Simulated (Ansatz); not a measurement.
Geometry relaxation of C5H13Al (part 3 of 3)

Continued. System: C5H13Al. Method: RKS PBE/6-31G* (Ansatz 0.2.0). It belongs to a series of runs on one base structure; here: end point B relaxed.

Geometry of the input (Å):
```
C  -0.7743  -1.8615  0.3881
C  0.2356  -0.8451  -0.1563
C  1.3025  -0.6196  0.8874
C  -0.3295  0.4882  -0.6753
C  0.5987  1.3324  -1.4686
Al -1.3293  1.6314  0.7285
H  -1.5805  -1.9873  -0.3869
H  -1.2622  -1.4061  1.2914
H  -0.3519  -2.7792  0.6566
H  0.7213  -1.3439  -1.0013
H  1.7667  -1.5962  1.2187
H  0.9452  -0.1275  1.8280
H  2.1075  0.0295  0.4781
H  -2.2190  1.5597  -0.5265
H  0.0632  2.1548  -1.9584
H  1.1145  0.7677  -2.2102
H  1.3710  1.8078  -0.7756
H  -2.0906  2.9731  0.3085
H  -1.3118  1.1609  2.2710
```

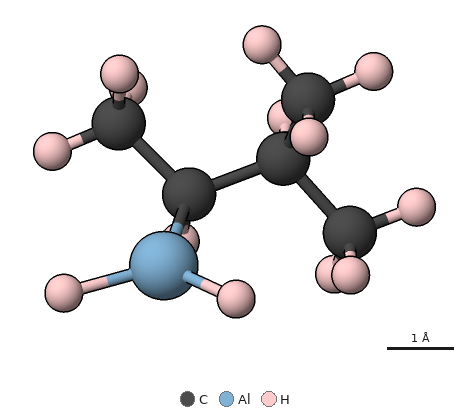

Fig. 1: The geometry at step 23 of the log (ball-and-stick view, seen at a tilt).

## Trajectory as extended XYZ, continued
```
19
Properties=species:S:1:pos:R:3:forces:R:3 step=17 energy=-11981.50212
C    -0.8784   -1.7444    0.4221    0.0024   0.0049   0.0013
C     0.1783   -0.7703   -0.1216    0.0060   0.0080  -0.0054
C     1.3042   -0.5672    0.9063    0.0082  -0.0016   0.0054
C    -0.4566    0.5693   -0.5745   -0.0056  -0.0135   0.0017
C     0.4874    1.4163   -1.4574    0.0123   0.0042  -0.0005
Al   -1.2555    1.6744    0.8846   -0.0349   0.0227  -0.0173
H    -1.6733   -1.9311   -0.3221   -0.0027  -0.0003  -0.0006
H    -1.3566   -1.3455    1.3366   -0.0012   0.0035  -0.0009
H    -0.4280   -2.7180    0.6849   -0.0002  -0.0005   0.0004
H     0.6335   -1.2416   -1.0210    0.0023  -0.0008   0.0005
H     1.7907   -1.5248    1.1632    0.0030  -0.0009   0.0024
H     0.9041   -0.1424    1.8485   -0.0062  -0.0031   0.0009
H     2.0892    0.1130    0.5330    0.0004  -0.0050  -0.0045
H    -1.3335    0.3072   -1.2119    0.0014   0.0081   0.0010
H    -0.0139    2.3213   -1.8433    0.0004  -0.0011  -0.0018
H     0.8459    0.8367   -2.3314   -0.0049   0.0000  -0.0029
H     1.3868    1.7552   -0.9118   -0.0060   0.0034   0.0019
H    -1.6470    3.2052    0.5538    0.0179  -0.0256   0.0008
H    -1.6003    1.1261    2.3593    0.0074  -0.0024   0.0176
19
Properties=species:S:1:pos:R:3:forces:R:3 step=18 energy=-11981.50239
C    -0.8789   -1.7433    0.4220    0.0023  -0.0004  -0.0019
C     0.1790   -0.7708   -0.1226   -0.0034  -0.0038  -0.0011
C     1.3052   -0.5697    0.9056   -0.0015   0.0053   0.0029
C    -0.4569    0.5683   -0.5748   -0.0053  -0.0016   0.0096
C     0.4868    1.4186   -1.4552    0.0001   0.0051   0.0047
Al   -1.2603    1.6719    0.8842    0.0078   0.0005  -0.0211
H    -1.6737   -1.9307   -0.3222   -0.0014   0.0012   0.0000
H    -1.3572   -1.3421    1.3355   -0.0002   0.0019  -0.0010
H    -0.4299   -2.7169    0.6869    0.0003  -0.0012   0.0009
H     0.6336   -1.2425   -1.0220    0.0006  -0.0028   0.0001
H     1.7886   -1.5281    1.1654   -0.0014  -0.0016  -0.0023
H     0.9051   -0.1415    1.8465    0.0015  -0.0012  -0.0026
H     2.0927    0.1067    0.5306    0.0014   0.0013   0.0001
H    -1.3325    0.3074   -1.2140    0.0011  -0.0040  -0.0033
H    -0.0176    2.3204   -1.8441   -0.0009   0.0017  -0.0012
H     0.8505    0.8397   -2.3277   -0.0006  -0.0001   0.0027
H     1.3819    1.7632   -0.9063    0.0026   0.0001  -0.0008
H    -1.6484    3.1993    0.5449   -0.0019  -0.0014   0.0037
H    -1.5909    1.1292    2.3646   -0.0012   0.0009   0.0107
19
Properties=species:S:1:pos:R:3:forces:R:3 step=19 energy=-11981.50232 accepted=F
C    -0.8808   -1.7442    0.4222    0.0054   0.0037   0.0028
C     0.1773   -0.7733   -0.1241    0.0146   0.0327   0.0101
C     1.3048   -0.5692    0.9021    0.0014  -0.0294   0.0093
C    -0.4576    0.5671   -0.5737    0.0011  -0.0146  -0.0241
C     0.4893    1.4200   -1.4489    0.0021  -0.0099  -0.0270
Al   -1.2606    1.6725    0.8809   -0.0133  -0.0001   0.0185
H    -1.6757   -1.9323   -0.3217    0.0006  -0.0006  -0.0002
H    -1.3591   -1.3396    1.3343    0.0004  -0.0025   0.0011
H    -0.4325   -2.7174    0.6898   -0.0025   0.0014   0.0000
H     0.6313   -1.2462   -1.0235   -0.0060   0.0079   0.0002
H     1.7900   -1.5277    1.1579    0.0099   0.0006   0.0065
H     0.9050   -0.1452    1.8446   -0.0011   0.0021   0.0005
H     2.0905    0.1102    0.5282   -0.0079  -0.0073  -0.0041
H    -1.3304    0.3058   -1.2166    0.0002   0.0144  -0.0055
H    -0.0124    2.3231   -1.8391   -0.0021  -0.0047   0.0081
H     0.8534    0.8411   -2.3211    0.0045   0.0049  -0.0045
H     1.3854    1.7619   -0.8996   -0.0107  -0.0006   0.0086
H    -1.6686    3.1933    0.5358    0.0017  -0.0014  -0.0027
H    -1.5722    1.1392    2.3697    0.0017   0.0034   0.0024
19
Properties=species:S:1:pos:R:3:forces:R:3 step=21 energy=-11981.50256
C    -0.8816   -1.7431    0.4209    0.0006   0.0001   0.0000
C     0.1780   -0.7729   -0.1240    0.0044   0.0111   0.0019
C     1.3047   -0.5723    0.9039   -0.0015  -0.0103   0.0003
C    -0.4573    0.5668   -0.5751    0.0036  -0.0050  -0.0100
C     0.4894    1.4213   -1.4493   -0.0033  -0.0063  -0.0084
Al   -1.2610    1.6713    0.8814   -0.0055   0.0024   0.0129
H    -1.6758   -1.9305   -0.3240    0.0006  -0.0005   0.0011
H    -1.3606   -1.3383    1.3326    0.0003  -0.0016   0.0013
H    -0.4347   -2.7168    0.6893   -0.0013   0.0014  -0.0002
H     0.6320   -1.2456   -1.0233   -0.0028   0.0024  -0.0001
H     1.7877   -1.5316    1.1611    0.0023   0.0006   0.0007
H     0.9051   -0.1462    1.8455    0.0007   0.0024   0.0003
H     2.0923    0.1045    0.5296   -0.0027  -0.0020  -0.0006
H    -1.3294    0.3066   -1.2195    0.0039   0.0035   0.0025
H    -0.0153    2.3220   -1.8409   -0.0006  -0.0012   0.0040
H     0.8578    0.8434   -2.3204    0.0029   0.0026  -0.0005
H     1.3820    1.7672   -0.8972   -0.0025  -0.0009   0.0040
H    -1.6820    3.1870    0.5290   -0.0014  -0.0031   0.0008
H    -1.5542    1.1463    2.3779    0.0022   0.0045  -0.0100
19
Properties=species:S:1:pos:R:3:forces:R:3 step=22 energy=-11981.50263
C    -0.8834   -1.7422    0.4206   -0.0008  -0.0003  -0.0002
C     0.1776   -0.7739   -0.1248    0.0029   0.0111   0.0035
C     1.3052   -0.5754    0.9027   -0.0019  -0.0107  -0.0014
C    -0.4568    0.5663   -0.5753    0.0099  -0.0010  -0.0116
C     0.4917    1.4232   -1.4458   -0.0071  -0.0092  -0.0066
Al   -1.2625    1.6712    0.8799   -0.0090   0.0000   0.0201
H    -1.6778   -1.9291   -0.3243    0.0009  -0.0005   0.0016
H    -1.3620   -1.3355    1.3318    0.0008  -0.0022   0.0017
H    -0.4384   -2.7163    0.6904   -0.0011   0.0019  -0.0009
H     0.6305   -1.2471   -1.0244   -0.0034   0.0027  -0.0002
H     1.7867   -1.5358    1.1589    0.0015   0.0011   0.0000
H     0.9069   -0.1491    1.8446    0.0014   0.0034  -0.0002
H     2.0937    0.1000    0.5279   -0.0025  -0.0014   0.0003
H    -1.3272    0.3077   -1.2225    0.0039   0.0027   0.0041
H    -0.0135    2.3231   -1.8387    0.0000  -0.0007   0.0036
H     0.8637    0.8463   -2.3161    0.0035   0.0031   0.0002
H     1.3821    1.7703   -0.8908   -0.0018  -0.0018   0.0035
H    -1.7096    3.1772    0.5171   -0.0005  -0.0047   0.0010
H    -1.5299    1.1582    2.3861    0.0035   0.0065  -0.0186
19
Properties=species:S:1:pos:R:3:forces:R:3 step=23 energy=-11981.50274
C    -0.8863   -1.7402    0.4213   -0.0021   0.0005   0.0007
C     0.1767   -0.7750   -0.1258    0.0017   0.0062   0.0033
C     1.3067   -0.5806    0.8997   -0.0020  -0.0074  -0.0023
C    -0.4557    0.5661   -0.5755    0.0132   0.0057  -0.0094
C     0.4962    1.4261   -1.4400   -0.0082  -0.0091  -0.0002
Al   -1.2666    1.6710    0.8769   -0.0122   0.0024   0.0229
H    -1.6824   -1.9253   -0.3223    0.0008   0.0001   0.0014
H    -1.3623   -1.3316    1.3332    0.0012  -0.0023   0.0014
H    -0.4440   -2.7155    0.6913   -0.0003   0.0018  -0.0015
H     0.6265   -1.2495   -1.0264   -0.0023   0.0014  -0.0002
H     1.7849   -1.5429    1.1551   -0.0003   0.0014  -0.0005
H     0.9120   -0.1520    1.8420    0.0020   0.0030  -0.0010
H     2.0971    0.0914    0.5230   -0.0014  -0.0008   0.0011
H    -1.3231    0.3096   -1.2272    0.0016   0.0010   0.0032
H    -0.0092    2.3253   -1.8341    0.0009   0.0000   0.0013
H     0.8742    0.8515   -2.3092    0.0021   0.0025   0.0012
H     1.3827    1.7742   -0.8794   -0.0008  -0.0021   0.0006
H    -1.7545    3.1612    0.4983    0.0030  -0.0142   0.0043
H    -1.4956    1.1753    2.3960    0.0033   0.0099  -0.0265
19
Properties=species:S:1:pos:R:3:forces:R:3 step=24 energy=-11981.50283
C    -0.8883   -1.7380    0.4231   -0.0016   0.0009   0.0014
C     0.1761   -0.7755   -0.1264    0.0013   0.0013   0.0013
C     1.3088   -0.5844    0.8966   -0.0003  -0.0025  -0.0023
C    -0.4541    0.5665   -0.5757    0.0113   0.0060  -0.0043
C     0.5002    1.4279   -1.4358   -0.0038  -0.0049   0.0041
Al   -1.2710    1.6701    0.8746   -0.0193   0.0130   0.0194
H    -1.6874   -1.9200   -0.3180    0.0002   0.0005   0.0009
H    -1.3599   -1.3293    1.3373    0.0012  -0.0013   0.0006
H    -0.4481   -2.7149    0.6905   -0.0003   0.0009  -0.0012
H     0.6225   -1.2513   -1.0280   -0.0005   0.0001   0.0003
H     1.7835   -1.5484    1.1521   -0.0011   0.0011   0.0000
H     0.9182   -0.1523    1.8388    0.0008   0.0012  -0.0009
H     2.1012    0.0837    0.5172   -0.0004  -0.0011   0.0006
H    -1.3196    0.3114   -1.2303   -0.0006   0.0011   0.0016
H    -0.0042    2.3276   -1.8301    0.0010   0.0001  -0.0006
H     0.8819    0.8551   -2.3046   -0.0005   0.0010   0.0010
H     1.3847    1.7753   -0.8715   -0.0015  -0.0012  -0.0010
H    -1.7881    3.1491    0.4871    0.0088  -0.0230   0.0044
H    -1.4793    1.1867    2.4004    0.0052   0.0067  -0.0251
19
Properties=species:S:1:pos:R:3:forces:R:3 step=25 energy=-11981.50279 accepted=F
C    -0.8916   -1.7338    0.4268   -0.0003  -0.0001   0.0012
C     0.1748   -0.7762   -0.1276   -0.0006  -0.0056  -0.0015
C     1.3122   -0.5902    0.8908    0.0020   0.0072   0.0026
C    -0.4523    0.5669   -0.5764   -0.0113   0.0004  -0.0017
C     0.5066    1.4317   -1.4275    0.0046   0.0042   0.0097
Al   -1.2856    1.6655    0.8684    0.0199   0.0340   0.0221
H    -1.6971   -1.9094   -0.3089    0.0007   0.0008   0.0005
H    -1.3540   -1.3252    1.3460    0.0019  -0.0004  -0.0016
H    -0.4552   -2.7139    0.6885   -0.0017   0.0000   0.0001
H     0.6153   -1.2549   -1.0305    0.0007  -0.0005   0.0011
H     1.7798   -1.5571    1.1482   -0.0022   0.0008   0.0003
H     0.9289   -0.1502    1.8323    0.0011  -0.0028  -0.0034
H     2.1089    0.0697    0.5061   -0.0013  -0.0027   0.0000
H    -1.3133    0.3134   -1.2373    0.0009  -0.0028  -0.0068
H     0.0040    2.3321   -1.8227    0.0007  -0.0001  -0.0020
H     0.8954    0.8623   -2.2954   -0.0040  -0.0011   0.0016
H     1.3870    1.7781   -0.8559   -0.0045   0.0002  -0.0031
H    -1.8383    3.1288    0.4662    0.0021  -0.0396   0.0100
H    -1.4484    1.2016    2.4060   -0.0087   0.0082  -0.0291
19
Properties=species:S:1:pos:R:3:forces:R:3 step=26 energy=-11981.50294
C    -0.8898   -1.7351    0.4256   -0.0008   0.0003   0.0014
C     0.1756   -0.7754   -0.1268    0.0008  -0.0008  -0.0018
C     1.3111   -0.5871    0.8936    0.0013   0.0018  -0.0007
C    -0.4525    0.5675   -0.5756    0.0053   0.0027   0.0032
C     0.5037    1.4296   -1.4324    0.0028  -0.0019   0.0021
Al   -1.2753    1.6689    0.8730   -0.0186   0.0044   0.0007
H    -1.6929   -1.9129   -0.3121    0.0002   0.0007   0.0007
H    -1.3555   -1.3270    1.3432    0.0010  -0.0004  -0.0010
H    -0.4517   -2.7141    0.6889   -0.0006   0.0002  -0.0004
H     0.6187   -1.2529   -1.0291    0.0006  -0.0003   0.0004
H     1.7815   -1.5527    1.1506   -0.0008   0.0004   0.0006
H     0.9245   -0.1501    1.8352    0.0002  -0.0006  -0.0008
H     2.1061    0.0761    0.5110   -0.0003  -0.0015  -0.0002
H    -1.3166    0.3135   -1.2323   -0.0017   0.0019   0.0008
H     0.0005    2.3300   -1.8268   -0.0001  -0.0001  -0.0007
H     0.8872    0.8579   -2.3011   -0.0004   0.0005  -0.0003
H     1.3870    1.7758   -0.8656   -0.0010  -0.0002  -0.0013
H    -1.8125    3.1378    0.4776    0.0079  -0.0135   0.0064
H    -1.4721    1.1895    2.4002    0.0042   0.0064  -0.0089
19
Properties=species:S:1:pos:R:3:forces:R:3 step=27 energy=-11981.50302
C    -0.8920   -1.7314    0.4291    0.0001  -0.0013  -0.0002
C     0.1752   -0.7761   -0.1279   -0.0016  -0.0025  -0.0014
C     1.3146   -0.5913    0.8884    0.0031   0.0059   0.0029
C    -0.4503    0.5681   -0.5762   -0.0107  -0.0056   0.0044
C     0.5091    1.4323   -1.4265    0.0082   0.0057   0.0000
Al   -1.2857    1.6649    0.8687    0.0039   0.0100  -0.0024
H    -1.7012   -1.9028   -0.3036    0.0016   0.0006   0.0014
H    -1.3489   -1.3236    1.3513    0.0011   0.0001  -0.0026
H    -0.4575   -2.7136    0.6864   -0.0017   0.0005   0.0006
H     0.6134   -1.2562   -1.0312    0.0001   0.0009   0.0008
H     1.7780   -1.5594    1.1487   -0.0006   0.0004   0.0006
H     0.9340   -0.1464    1.8288    0.0005  -0.0027  -0.0024
H     2.1137    0.0639    0.5007   -0.0022  -0.0026   0.0000
H    -1.3114    0.3155   -1.2376    0.0006   0.0004  -0.0020
H     0.0076    2.3332   -1.8218   -0.0009   0.0000  -0.0006
H     0.8972    0.8626   -2.2946   -0.0008  -0.0006   0.0000
H     1.3898    1.7776   -0.8550   -0.0015   0.0006  -0.0010
H    -1.8504    3.1206    0.4671    0.0006  -0.0046  -0.0032
H    -1.4579    1.2012    2.4023    0.0001  -0.0052   0.0051
```

## Summary

```json
{"quantity": "outcome", "value": "converged"}
{"quantity": "total energy", "value": "−11981.5031 eV"}
{"quantity": "mean-field energy", "value": "−11981.5031 eV"}
{"quantity": "largest force (length of the vector) at the end", "value": "0.013 eV/Å"}
{"quantity": "hardware", "value": "2 threads of Arm Neoverse V1, 24 GiB of memory available, shared host"}
{"quantity": "wall time", "value": "1.8 min (CPU time 3.5 min)"}
{"quantity": "peak memory", "value": "0.18 GiB"}
```
